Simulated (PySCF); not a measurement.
Molecule: C3H8N, SMILES NC([CH2])C, doublet. Atoms near the plane z = 0.6 Å, at the PBE0/def2-SVP optimised geometry (x, y, z in Å): C1 (0.8, 0.6, 0.0), C2 (0.1, -0.6, 0.3), C3 (-1.3, -0.6, -0.3), H5 (0.3, 1.6, 0.0), H6 (1.9, 0.6, 0.0), H7 (0.6, -1.5, -0.1), H9 (-1.9, 0.2, 0.1), H10 (-1.9, -1.6, 0.0).

Level of theory: unrestricted PBE0/def2-TZVP (PySCF). Cells within 0.4 Å of a nucleus heavier than hydrogen are left out (blank, or x). The values are rescaled to run from 0 to 1.

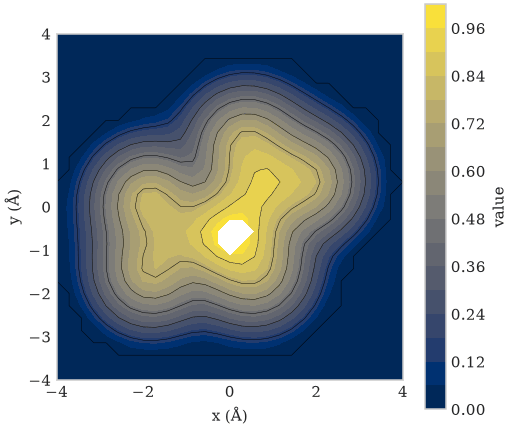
Figure: a field on the plane z = 0.6 Å.

### Question
Which quantity is mapped?
A. log10 of the electron density
B. an orbital amplitude
C. spin density
D. electrostatic potential

### Answer
A, log10 of the electron density. In full: log10 of the electron density (e/bohr³), floored at −4.
